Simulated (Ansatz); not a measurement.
# Ge5As: from a guess to a relaxed structure

Aim: relax a trial structure of Ge5As and see where it ends.

Method: DFT PBE, scalar-relativistic, plane waves, PAW, in Ansatz 0.2.0.

**1. The starting structure**

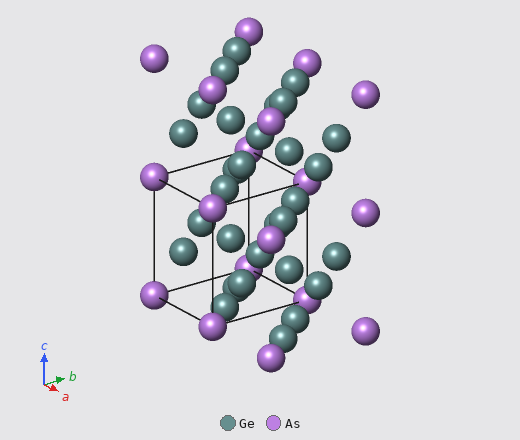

Start, viewed slightly off an axis; germanium teal, arsenic purple. 2×1×2 cells are drawn. Atoms on the faces are drawn again on the opposite ones.

As a file:

```cif
data_structure
_symmetry_space_group_name_H-M 'P 1'
_symmetry_Int_Tables_number 1
_cell_length_a 5.7303
_cell_length_b 5.7303
_cell_length_c 4.5017
_cell_angle_alpha 90.000
_cell_angle_beta 90.000
_cell_angle_gamma 120.000
_cell_volume 128.01
loop_
_atom_site_label
_atom_site_type_symbol
_atom_site_fract_x
_atom_site_fract_y
_atom_site_fract_z
_atom_site_occupancy
Ge1 Ge 0.66667 0.33333 0.00000 1
Ge2 Ge 0.33333 0.66667 0.00000 1
Ge3 Ge 0.00000 0.50000 0.50000 1
Ge4 Ge 0.50000 0.00000 0.50000 1
Ge5 Ge 0.50000 0.50000 0.50000 1
As1 As 0.00000 0.00000 0.00000 1
```

Recipe of the guess: species swapped into a database cell of NdCo5 (P6/mmm, No. 191), with As on the Nd sites and Ge on the Co sites. Its size is a rough estimate.

**2. The guess as it stands, on a coarse mesh**

Contents of input.yaml:

```yaml
crystal:
  lattice:
    - [5.73026081, 0.0, 0.0]
    - [-2.86513041, 4.96255144, 0.0]
    - [0.0, 0.0, 4.5016994]
  atoms:
    - { symbol: Ge, position: [0.66666667, 0.33333333, 0.0] }
    - { symbol: Ge, position: [0.33333333, 0.66666667, 0.0] }
    - { symbol: Ge, position: [0.0, 0.5, 0.5] }
    - { symbol: Ge, position: [0.5, 0.0, 0.5] }
    - { symbol: Ge, position: [0.5, 0.5, 0.5] }
    - { symbol: As, position: [0.0, 0.0, 0.0] }
basis:
  ecutwfc: 420
kpoints:
  mp_grid: { grid: [6, 6, 4] }
hamiltonian:
  xc: pbe
scf:
  occupations: { method: gaussian, width: 0.1 }
  lower_state_search: "off"
output:
  forces: true
  stress: true
  eigenvalues: true
```

The run is started by

```bash
> ansatz run input.yaml --threads 1 --pin off --max-ram 2560MiB --backend cpu --events-out ev --progress --plain --runs-dir out
```

What it wrote, shortened:

```text
Warning: RAYON_NUM_THREADS=1 ignored (pool sized by the plan → 1); use --threads N
[...]
Pseudopotentials: kind: paw
Pseudopotential: Ge, paw, valence charge 14, recommended cutoff 420 eV (normal), Ge.paw.azcp
Pseudopotential: As, paw, valence charge 15, recommended cutoff 420 eV (normal), As.paw.azcp
Functional definition: PBE
[...]
Crystal: 6 atoms, lattice volume = 128.014 Å³
Basis set: ecut = 420 eV, 2559 PW (Γ), exchange–correlation on 80×80×64 points (8 copies of the dense FFT grid, shifted against one another)
Bands: 51, of which v1, the nominal top of the filled ones, is band 43 counted from 1 (42 counted from 0)
Symmetry: 24 space group operations
Space group: P6/mmm (ITA 191), of the structure as read, at distance tolerance 5.0e-5 Å
k-points: 21 of 144
[...]
SCF iter   1: F=—  HF=-26327.689748 eV  |F-HF|=—  |Δ(HF+E_count)|=         —  Δρ=4.90e-3  dr2=1.18e-1  ethr=1.77e-3  ⟨swp⟩=5.7  Hψ=3657  notcnv=0  defer=1
[...]
SCF iter   8: F=-26327.671950 eV  HF=-26327.671950 eV  |F-HF|=1.30e-8  |Δ(HF+E_count)|=   5.43e-8  Δρ=3.06e-6  dr2=2.00e-8  ethr=1.18e-10  ⟨swp⟩=8.1  Hψ=4059  notcnv=0
[...]
SCF converged after 8 iterations
Free energy (F): -26327.671950 eV
[...]
E sigma→0 (E₀):  -26327.661611 eV
Entropy (-TS):   -0.020678 eV (-3.446 meV/atom)
Fermi energy:    9.370105 eV
[...]
--- Forces (eV/Å), atoms counted from 1 ---
  atom   1  Ge    -0.00000000    -0.00000000     0.00000000
  atom   2  Ge     0.00000000     0.00000000    -0.00000000
  atom   3  Ge     0.00000000     0.00000000     0.00000000
  atom   4  Ge     0.00000000     0.00000000     0.00000000
  atom   5  Ge     0.00000000    -0.00000000    -0.00000000
  atom   6  As    -0.00000000    -0.00000000    -0.00000000
[...]
--- Stress (GPa, compression-positive) ---
       -1.006684       0.000000      -0.000000
        0.000000      -1.006684      -0.000000
       -0.000000      -0.000000       2.500413
  P = ⅓ Tr σ = 0.1623 GPa (1.623 kbar)
--- Band table (eV; the first three rows and the last of 21) ---
[...]
```

Run time: 8.2 s. Hardware: 1 thread of Intel Xeon Platinum 8488C (Sapphire Rapids), shared host; peak memory 0.49 GiB.

The probe gives pressure 0.2 GPa, largest force 0.00 eV/Å, gap on this mesh none (metal). The coarse relaxation is skipped.

**3. Relaxation on the finer mesh**

Changes to input.yaml since step 2:

```diff
@@ -15,3 +15,3 @@
 kpoints:
-  mp_grid: { grid: [6, 6, 4] }
+  mp_grid: { grid: [12, 12, 8] }
 hamiltonian:
@@ -20,3 +20,2 @@
   occupations: { method: gaussian, width: 0.1 }
-  lower_state_search: "off"
 output:
@@ -25 +24,10 @@
   eigenvalues: true
+  write_density: true
+  write_potential: true
+  elf: true
+  volumetric_format: npy
+relax:
+  adjacent_minimum: "off"
+  f_tol: 0.01
+  max_steps: 80
+  cell: { stress_tol: 0.05 }
```

The run is started by

```bash
> ansatz run input.yaml --threads 1 --pin off --max-ram 2560MiB --backend cpu --events-out ev --progress --plain --runs-dir out
```

What it wrote:

```text
Warning: RAYON_NUM_THREADS=1 ignored (pool sized by the plan → 1); use --threads N
Engine: ansatz 0.2.0, x86_64-unknown-linux-gnu
Pseudopotentials: kind: paw
Pseudopotential: Ge, paw, valence charge 14, recommended cutoff 420 eV (normal), Ge.paw.azcp
Pseudopotential: As, paw, valence charge 15, recommended cutoff 420 eV (normal), As.paw.azcp
Functional definition: PBE
  parameter kappa = 0.804
  parameter beta = 0.06672455060314922
  exchange = pbe_x(kappa = kappa, mu = beta*pi^2/3)
  correlation = pbe_c(beta = beta)
Crystal: 6 atoms, lattice volume = 128.014 Å³
Basis set: ecut = 420 eV, 2559 PW (Γ), exchange–correlation on 80×80×64 points (8 copies of the dense FFT grid, shifted against one another)
Bands: 51, of which v1, the nominal top of the filled ones, is band 43 counted from 1 (42 counted from 0)
Symmetry: 24 space group operations
Space group: P6/mmm (ITA 191), of the structure as read, at distance tolerance 5.0e-5 Å
k-points: 95 of 1152
Non-local potential: Ge, projectors of the file, l = 0: 2, l = 1: 2, l = 2: 3, l = 3: 1
Non-local potential: As, projectors of the file, l = 0: 2, l = 1: 2, l = 2: 3, l = 3: 1
PAW form: soft (Blöchl's): semilocal exchange-correlation on the pseudo side does not see the compensation charge
PAW one-centre angular grid: Ge, 590 points (default); XC on 64 Gauss nodes
PAW one-centre angular grid: As, 590 points (default); XC on 64 Gauss nodes
Initial density: superposition of atomic densities (neutral atoms: chi_scale 0, normalization atom), corrected by the library's trained network
Initial wavefunctions: pseudopotential atomic-orbital guess
Functional: x = pbe(κ = 0.804, μ = 0.2195149727645171), c = pbe(β = 0.06672455060314922)
SCF iter   1: F=—  HF=-26327.723275 eV  |F-HF|=—  |Δ(HF+E_count)|=         —  Δρ=2.25e-3  dr2=1.91e-2  ethr=1.77e-3  ⟨swp⟩=5.9  Hψ=16736  notcnv=0  defer=7
preconditioner: auto → Kerker (q_TF=auto, 2.548 Å⁻¹)  [metal: Δε(μ)=0.016 eV  Ē_g=20.800 eV  σ=0.100 eV  W_gap=0.09  n_scr=32 (ndim 8)  ℏωp=28.4 eV  f_vac=0.004  D(μ)=4.33/eV (n_scr^D=26)]
SCF iter   2: F=—  HF=-26327.719531 eV  |F-HF|=—  |Δ(HF+E_count)|=   3.74e-3  Δρ=9.14e-4  dr2=1.82e-3  ethr=2.24e-5  ⟨swp⟩=1.0  Hψ=5608  notcnv=0  defer=11
SCF iter   3: F=—  HF=-26327.719455 eV  |F-HF|=—  |Δ(HF+E_count)|=   7.60e-5  Δρ=3.92e-4  dr2=2.16e-4  ethr=2.14e-6  ⟨swp⟩=2.3  Hψ=8645  notcnv=0  defer=11
SCF iter   4: F=—  HF=-26327.719453 eV  |F-HF|=—  |Δ(HF+E_count)|=   1.42e-6  Δρ=1.85e-4  dr2=4.47e-5  ethr=2.54e-7  ⟨swp⟩=2.2  Hψ=8671  notcnv=0  defer=11
SCF iter   5: F=—  HF=-26327.719495 eV  |F-HF|=—  |Δ(HF+E_count)|=   4.14e-5  Δρ=4.18e-5  dr2=3.63e-6  ethr=5.26e-8  ⟨swp⟩=2.0  Hψ=5670  notcnv=0  defer=11
SCF iter   6: F=—  HF=-26327.719495 eV  |F-HF|=—  |Δ(HF+E_count)|=   5.19e-7  Δρ=1.84e-5  dr2=5.54e-7  ethr=4.27e-9  ⟨swp⟩=2.0  Hψ=8676  notcnv=0  defer=11
SCF iter   7: F=-26327.719495 eV  HF=-26327.719495 eV  |F-HF|=9.50e-8  |Δ(HF+E_count)|=   1.25e-7  Δρ=7.30e-6  dr2=9.15e-8  ethr=1.18e-10  ⟨swp⟩=11.4  Hψ=32075  notcnv=0
SCF 1 converged in 7 iterations: F = -26327.719495 eV  dr2 = 9.15e-8
relax step   1: F+E_penalty+E_count = -26327.71949515 eV  Δ(F+E_penalty+E_count) = +0.000e0 eV  max|allowed force component| = 1.234e-17 eV/Å  Δτ_max = 0.0000 Å  P = -0.191 GPa  Ω = 128.014 Å³  (7 SCF iters, dr2 threshold 1.00e-7 eV, accepted)
[... from here on, the SCF cycles and remarks between the steps are left out ...]
relax step   2: F+E_penalty+E_count = -26327.90285897 eV  Δ(F+E_penalty+E_count) = -1.834e-1 eV  max|allowed force component| = 7.864e-17 eV/Å  Δτ_max = 0.0000 Å  P = +0.033 GPa  Ω = 126.127 Å³  energy of the carried Pulay correction = +3.782e-4 eV  (6 SCF iters, dr2 threshold 6.00e-7 eV, accepted)
relax step   3: F+E_penalty+E_count = -26328.04954330 eV  Δ(F+E_penalty+E_count) = -1.467e-1 eV  max|allowed force component| = 6.630e-17 eV/Å  Δτ_max = 0.0000 Å  P = +0.331 GPa  Ω = 125.111 Å³  energy of the carried Pulay correction = +5.997e-4 eV  (7 SCF iters, dr2 threshold 6.00e-7 eV, accepted)
relax step   4: F+E_penalty+E_count = -26328.12047834 eV  Δ(F+E_penalty+E_count) = -7.094e-2 eV  max|allowed force component| = 2.236e-17 eV/Å  Δτ_max = 0.0000 Å  P = -0.404 GPa  Ω = 126.245 Å³  energy of the carried Pulay correction = +4.143e-4 eV  (6 SCF iters, dr2 threshold 6.00e-7 eV, accepted)
relax step   5: F+E_penalty+E_count = -26328.09535936 eV  Δ(F+E_penalty+E_count) = +2.512e-2 eV  max|allowed force component| = 2.776e-17 eV/Å  Δτ_max = 0.0000 Å  P = +1.909 GPa  Ω = 122.038 Å³  energy of the carried Pulay correction = +1.225e-3 eV  (7 SCF iters, dr2 threshold 6.00e-7 eV, rejected (line search))
relax step   6: F+E_penalty+E_count = -26328.12302679 eV  Δ(F+E_penalty+E_count) = -2.548e-3 eV  max|allowed force component| = 2.776e-17 eV/Å  Δτ_max = 0.0000 Å  P = -0.075 GPa  Ω = 125.578 Å³  energy of the carried Pulay correction = +5.429e-4 eV  (10 SCF iters, accepted)
relax step   7: F+E_penalty+E_count = -26328.12308517 eV  Δ(F+E_penalty+E_count) = -5.839e-5 eV  max|allowed force component| = 2.621e-17 eV/Å  Δτ_max = 0.0000 Å  P = -0.010 GPa  Ω = 125.450 Å³  energy of the carried Pulay correction = +5.669e-4 eV  (5 SCF iters, dr2 threshold 1.75e-8 eV, accepted)
relax step   8: F+E_penalty+E_count = -26328.13763113 eV  Δ(F+E_penalty+E_count) = -1.455e-2 eV  max|allowed force component| = 9.252e-18 eV/Å  Δτ_max = 0.0000 Å  P = +0.241 GPa  Ω = 125.450 Å³  stress off target by 6.64e-1 GPa  SCF on the basis re-selected at this cell (its energy is not comparable with the rows above)  (10 SCF iters)
relax step   9: F+E_penalty+E_count = -26328.13955744 eV  Δ(F+E_penalty+E_count) = -1.926e-3 eV  max|allowed force component| = 2.313e-17 eV/Å  Δτ_max = 0.0000 Å  P = +0.047 GPa  Ω = 125.980 Å³  energy of the carried Pulay correction = -1.096e-4 eV  (4 SCF iters, dr2 threshold 6.00e-7 eV, accepted)
relax step  10: F+E_penalty+E_count = -26328.13955604 eV  Δ(F+E_penalty+E_count) = +1.401e-6 eV  max|allowed force component| = 3.701e-17 eV/Å  Δτ_max = 0.0000 Å  P = -0.001 GPa  Ω = 126.078 Å³  energy of the carried Pulay correction = -1.264e-4 eV  (4 SCF iters, dr2 threshold 7.32e-9 eV, accepted)
relax step  11: F+E_penalty+E_count = -26328.13968403 eV  Δ(F+E_penalty+E_count) = -1.280e-4 eV  max|allowed force component| = 3.701e-17 eV/Å  Δτ_max = 0.0000 Å  P = -0.002 GPa  Ω = 126.078 Å³  stress off target by 1.99e-3 GPa  SCF on the basis re-selected at this cell (its energy is not comparable with the rows above)  (6 SCF iters)
basis re-selected at this cell: Δ(F+E_penalty+E_count) = -1.280e-4 eV, ΔP = -0.000 GPa vs the last step (what re-selecting the basis moved, of the pressure what is left beyond the Pulay correction that the steps carried, after the strain that the cell walked since its last selection, with what the two solves' SCF thresholds leave and, on support functions, any second-order correction that the steps lacked; it is no measure of the basis error at this ecutwfc). This SCF's stress stands 1.99e-3 GPa from its target on what of the cell is left free (relax.cell.stress_tol is 5.00e-2 GPa) and its largest allowed force component is 3.70e-17 eV/Å (relax.f_tol is 1.00e-2 eV/Å): within both
SCF converged after 6 iterations
Free energy (F): -26328.139684 eV
Harris-Foulkes:  -26328.139684 eV  (|F-HF|=2.18e-11)
Internal energy: -26328.125630 eV  (E = F + TS)
E sigma→0 (E₀):  -26328.132657 eV
Entropy (-TS):   -0.014054 eV (-2.342 meV/atom)
Fermi energy:    9.661683 eV
--- Per-component energies (eV) ---
  E_band       = -906.524885
  E_kinetic    = 650.357976
  E_local      = -13053.043662  (includes V_loc(G=0)·N_el)
  E_nonlocal   = 1404.393923
  E_hartree    = 5893.874743
  E_xc         = -455.301108
  E_vxc        = -399.152811  (∫ρ·V_xc dr)
  E_paw        = -11914.967167  (= ΣΔE_a)
  E_vpaw       = -1296.831511  (= ΣTr[D̂ρ^β])
  E_aug_tail   = 0.001671  (compensation charges beyond the density's cutoff)
  E_ewald      = -8853.442005
  E_smearing   = -0.014054  (= −TS)
  E_closure    = 0.000000  (closes the sum)
  Σ components = -26328.139684   (vs F -26328.139684, Δ=0.00e0)
--- Forces (eV/Å), atoms counted from 1 ---
  atom   1  Ge    -0.00000000     0.00000000     0.00000000
  atom   2  Ge     0.00000000    -0.00000000    -0.00000000
  atom   3  Ge     0.00000000     0.00000000     0.00000000
  atom   4  Ge     0.00000000     0.00000000     0.00000000
  atom   5  Ge     0.00000000     0.00000000     0.00000000
  atom   6  As     0.00000000    -0.00000000     0.00000000
  max |Σ_I F_I| component: 4.86e-29 eV/Å
--- Stress (GPa, compression-positive) ---
       -0.001988       0.000000       0.000000
        0.000000      -0.001988      -0.000000
        0.000000      -0.000000      -0.001150
  P = ⅓ Tr σ = -0.0017 GPa (-0.017 kbar)
--- Band table (eV; the first three rows and the last of 95) ---
  k-point 0: bands = ["-26.1418", "-26.1418", "-26.1109", "-26.1109", "-26.1018", "-15.2521", "-15.1984", "-15.1984", "-15.1621", "-15.1234", "-15.1171", "-15.1171", "-15.0754", "-15.0754", "-15.0655", "-15.0655", "-15.0538", "-15.0492", "-15.0492", "-15.0488", "-15.0488", "-15.0446", "-15.0341", "-15.0294", "-15.0294", "-15.0091", "-15.0091", "-14.9725", "-14.9725", "-14.8994", "-3.3278", "-0.1928", "2.3810", "2.7796", "3.5166", "3.5166", "4.2506", "5.9678", "5.9678", "6.5032", "9.0009", "9.0009", "9.2218", "9.2218", "9.9492", "9.9937", "10.8395", "10.8395", "13.8412", "15.0286", "15.0286"]
[... 3 lines left out ...]
--- Relaxed structure (9 steps of the walk, 8 accepted, 2 SCFs on fresh bases) ---
  F+E_penalty+E_count = -26328.13968403 eV   max|allowed force component| = 3.701e-17 eV/Å   (the final SCF, on the basis selected at the relaxed cell)
  cell:  # Å, volume = 126.0784 Å³
    - [5.29789535480021, 2.6689371973700206e-9, -1.3138551637364032e-33]
    - [-2.648947679711472, 4.588111962514085, -4.020825974703565e-33]
    - [-5.7342561429933446e-34, -4.128664422955209e-33, 5.186844321352902]
  atoms:
    - { symbol: Ge, position: [0.6666666666666665, 0.33333333333333326, -3.8430392526305905e-35] }
    - { symbol: Ge, position: [0.3333333333333333, 0.6666666666666666, -2.2738549218734264e-34] }
    - { symbol: Ge, position: [2.7908357320798745e-34, 0.49999999999999994, 0.5] }
    - { symbol: Ge, position: [0.5, 4.499306528695921e-34, 0.5] }
    - { symbol: Ge, position: [0.49999999999999994, 0.4999999999999999, 0.5] }
    - { symbol: As, position: [3.6052131891281145e-35, -4.999388497156454e-35, -5.992032717530155e-36] }
```

Run time: 6.5 min. Hardware: 1 thread of Intel Xeon Platinum 8488C (Sapphire Rapids), shared host; peak memory 0.77 GiB.

The steps of the relaxation:

| step | energy from step 1 (eV/cell) | largest force component (eV/Å) | pressure (GPa) | volume (Å³) |
| --- | --- | --- | --- | --- |
| 1 | 0.0000 | 0.0000 | -0.19 | 128.01 |
| 2 | -0.1834 | 0.0000 | 0.03 | 126.13 |
| 3 | -0.3300 | 0.0000 | 0.33 | 125.11 |
| 4 | -0.4010 | 0.0000 | -0.40 | 126.24 |
| 5 | -0.3759 | 0.0000 | 1.91 | 122.04 |
| 6 | -0.4035 | 0.0000 | -0.08 | 125.58 |
| 7 | -0.4036 | 0.0000 | -0.01 | 125.45 |
| 8 | -0.4181 | 0.0000 | 0.24 | 125.45 |
| 9 | -0.4201 | 0.0000 | 0.05 | 125.98 |
| 10 | -0.4201 | 0.0000 | 0.00 | 126.08 |
| 11 | -0.4202 | 0.0000 | 0.00 | 126.08 |

Step 1 is the start. Steps 8, 11 each repeat the geometry before them on a plane-wave basis chosen anew, so the energy can jump there without any move. Step 5 was tried and not accepted.

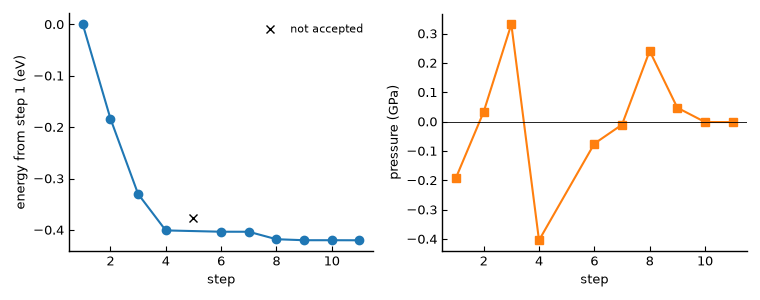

Energy and pressure along the relaxation.

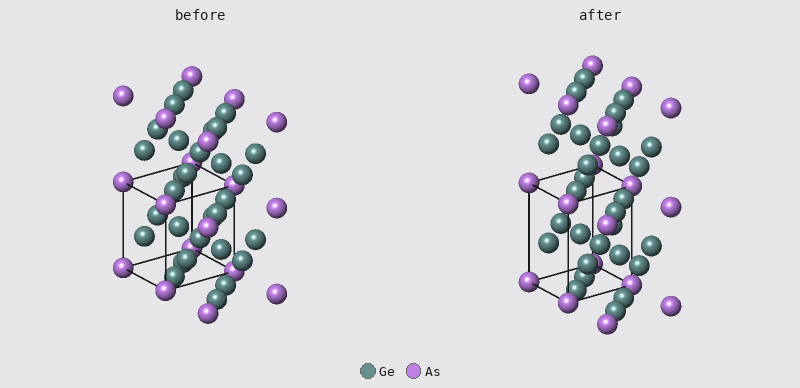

Before and after, at one scale.

|  | before | after | change |
| --- | --- | --- | --- |
| a (Å) | 5.730 | 5.298 | -7.5 % |
| b (Å) | 5.730 | 5.298 | -7.5 % |
| c (Å) | 4.502 | 5.187 | +15.2 % |
| volume (Å³/atom) | 21.34 | 21.01 | -1.5 % |
| shortest distance (Å) | 2.793 | 2.649 | -5.2 % |
| space group (0.01 Å) | P6/mmm | P6/mmm | same |

Forces and stress were held to the start's 24 operations: a distortion of lower symmetry was not tested.

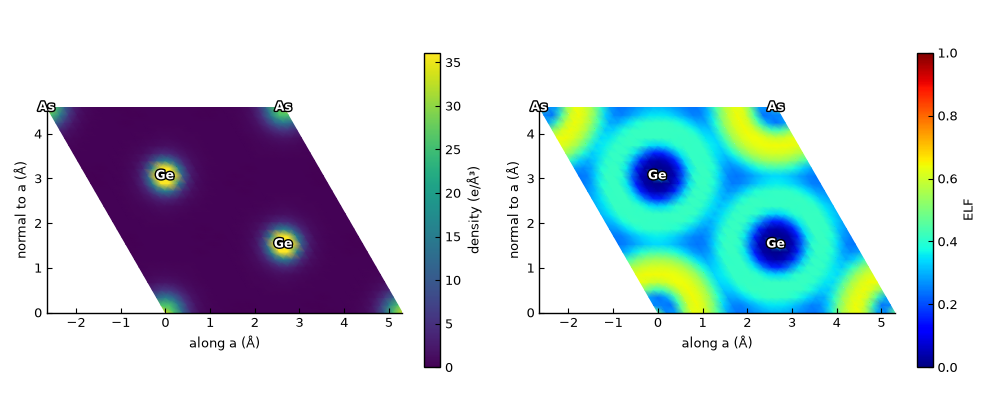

Density (left) and ELF (right) in a lattice plane of the grid's cell (edges 5.30 and 5.30 Å, at 1.000 of the third edge), which holds Ge and As. Only atoms in the plane are labelled; the density scale stops at 36.09 e/Å³. Both are smooth fields of the valence electrons: close to the nuclei they are not physical.

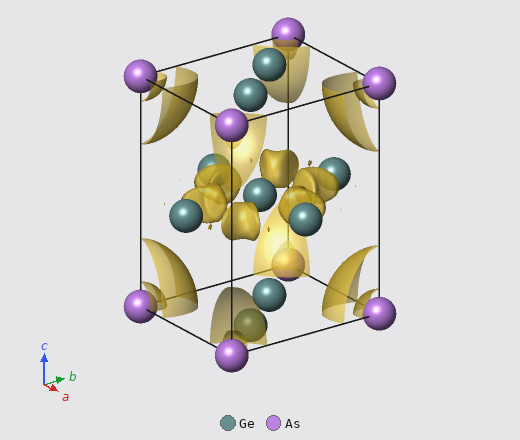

Surface of ELF = 0.50, drawn in one cell.

Outside the cores ELF peaks at 0.71 beside As, off the lines to its neighbours, 1.0 Å from As; 0.56 on the Ge–Ge line, 1.3 Å from Ge; 0.50 beside Ge, off the lines to its neighbours, 1.3 Å from Ge.

**4. Summary of results**

```
                              quantity                                                                       value
symmetry at the end (tolerance 0.05 Å)                                                space group P6/mmm (No. 191)
                     conventional cell  a = 5.298 Å, b = 5.298 Å, c = 5.187 Å, α = 90.00°, β = 90.00°, γ = 120.00°
                                volume                                                               21.01 Å³/atom
              energy over the elements                                                               +0.48 eV/atom
                       gap on the mesh                                                                none (metal)
```

What this shows: The space group P6/mmm (No. 191) is kept, and the volume per atom shrinks by 1.5 % from the first guess. The formation energy is positive, so the separate elements lie lower. No finished test with a distortion of lower symmetry is shown, so the end may be a saddle point.
